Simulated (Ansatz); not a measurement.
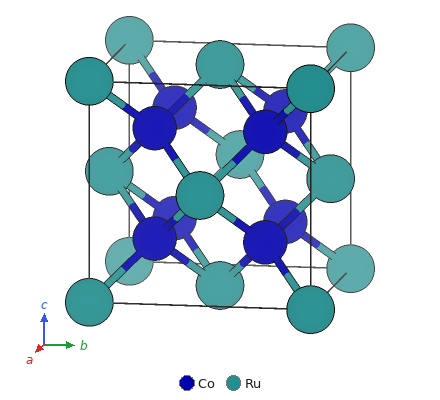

The structure; the drawing may span several cells.

Structure (in its standard cell), the end point of a relaxation with DFT PBE, scalar-relativistic, plane waves, PAW (Ansatz 0.2.0); the starting structure was generated, so it need not be a known form of this composition:

```
CELL_PARAMETERS angstrom
5.54182 0.00000 0.00000
0.00000 5.54182 0.00000
0.00000 0.00000 5.54182
ATOMIC_POSITIONS crystal
Co 0.25000 0.75000 0.75000
Co 0.25000 0.25000 0.75000
Ru 0.00000 0.00000 0.00000
Co 0.25000 0.25000 0.25000
Co 0.25000 0.75000 0.25000
Ru 0.00000 0.50000 0.50000
Co 0.75000 0.75000 0.25000
Co 0.75000 0.25000 0.25000
Ru 0.50000 0.00000 0.50000
Co 0.75000 0.25000 0.75000
Co 0.75000 0.75000 0.75000
Ru 0.50000 0.50000 0.00000
```

### Predict the [110] zone-axis pattern (80 kV, kinematic, B = 1 Å²).

The spots form a centred rectangular net with both shortest vectors at d = 3.20 Å, 70.5° apart. They are -1 1 -1 and -1 1 1. The pattern has symmetry 2mm. The lattice centring (F) removes all reflections that break h + k = 2n, h + l = 2n.

Strongest reflections with d > 0.98 Å, one of each family (|F|² from tabulated Gaussian fits of the electron scattering factors, times a small damping for the curvature of the Ewald sphere):

```
   hkl  d (Å)  I (strongest = 100)
2 -2 0  1.959                  100
 0 0 4  1.385                   44
1 -1 1  3.200                   42
2 -2 4  1.131                   24
1 -1 3  1.671                   13
3 -3 1  1.271                    6
```

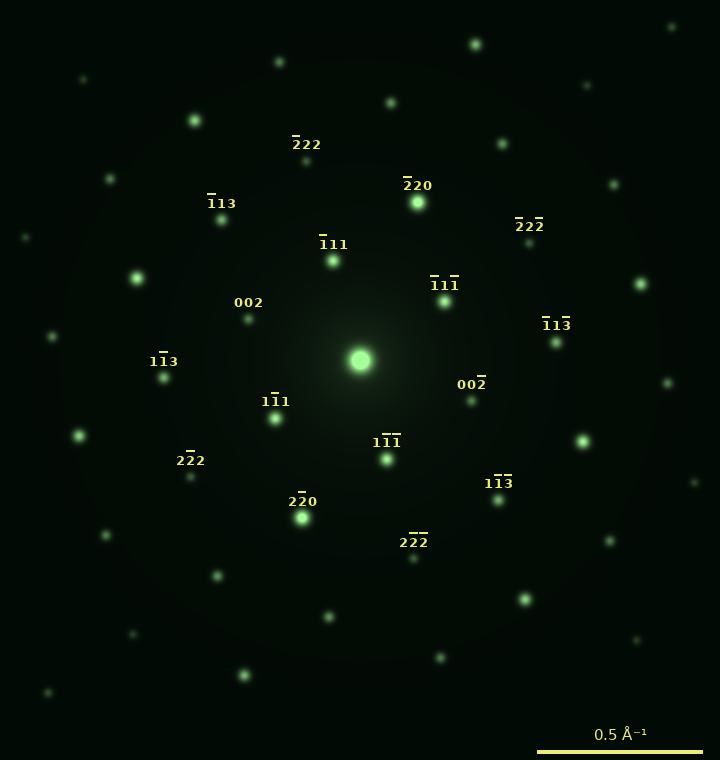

Calculated pattern, seen from the source side with [110] pointing towards the source.
